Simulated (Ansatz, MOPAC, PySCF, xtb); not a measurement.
H5NSi (SMILES N[SiH3]) and CH4 (SMILES C) are pulled apart as rigid monomers along the line of their centres of mass, from the B3LYP-D3(BJ)/def2-TZVP minimum. Starting geometry (charge 0, multiplicity 1):
```xyz
12

N      0.906    -0.379     0.206
Si    -0.652     0.326    -0.006
H      1.680    -0.066    -0.359
H      1.217    -0.647     1.127
H     -0.840     1.674     0.599
H     -0.886     0.454    -1.463
H     -1.662    -0.569     0.605
C      0.207    -0.099     3.734
H      1.258    -0.390     3.750
H      0.099     0.853     3.216
H     -0.379    -0.863     3.225
H     -0.151     0.004     4.757
```

Interaction energies with rigid monomers; basis-set methods are counterpoise corrected unless marked otherwise.

Rows in 3-21G, 6-31G* carry no dispersion term and start afresh at each structure (6-31G* with six Cartesian d functions). The state reached by AM1 isn't checked.

Run with Ansatz (Gaussian orbitals); MOPAC for AM1 (differences of heats of formation); PySCF for 3-21G rows, 6-31G* rows, the dispersion terms; xtb for the GFN methods. Each number belongs to the level named beside it.

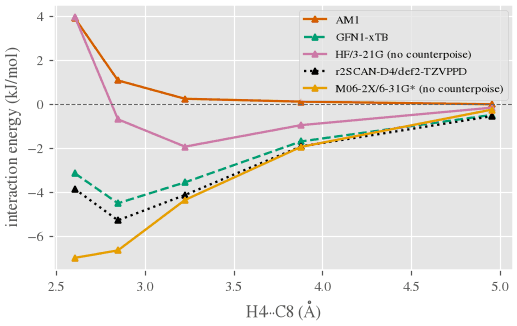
Figure: Interaction energy against separation

Problem. Which level binds most strongly at H4···C8 = 2.85, and by how much?

Solution. M06-2X/6-31G* (no counterpoise), -7 kJ/mol.

Ansatz is a quantum-chemistry and plane-wave program.
